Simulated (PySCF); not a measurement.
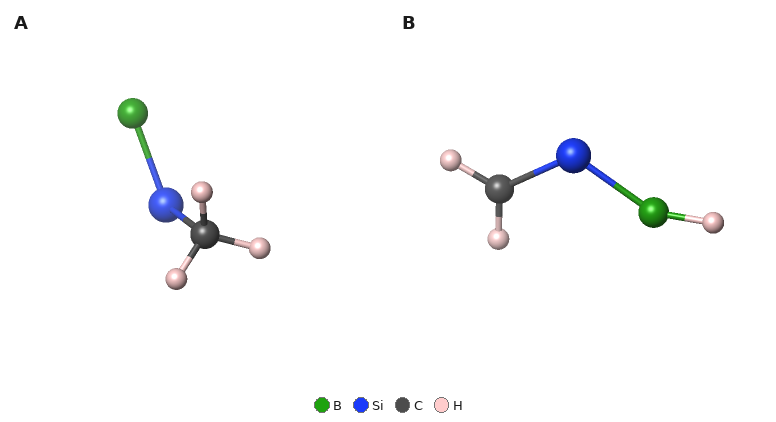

2 stationary structures of one formula. Geometries: PBE0-D4/def2-TZVP. Electronic energies: RHF-CCSD(T) (frozen core)/def2-TZVPP (PySCF 2.14.0), without zero-point energy. No frequency run is at hand to confirm each as a minimum.

Question: Which structure is the most stable?

Answer: B is lowest (Cs); A lies 112.1 kJ/mol above it (Cs).

Give E(B) − E(A) in kJ/mol at these levels too: PBE0-D4/def2-TZVP; PBE0-D4/def2-TZVPP; PBE-D4/def2-TZVPP; r2SCAN-D4/def2-TZVPP; ωB97M-V/def2-TZVPP; RHF-CCSD(T) (frozen core)/def2-TZVPP; B3LYP-D4/def2-TZVPP.

| level | E(B) − E(A) (kJ/mol) |
| --- | --- |
| PBE0-D4/def2-TZVP | −133.7 |
| PBE0-D4/def2-TZVPP | −133.2 |
| PBE-D4/def2-TZVPP | −133.2 |
| r2SCAN-D4/def2-TZVPP | −139.9 |
| ωB97M-V/def2-TZVPP | −130.4 |
| RHF-CCSD(T) (frozen core)/def2-TZVPP | −112.1 |
| B3LYP-D4/def2-TZVPP | −142.9 |
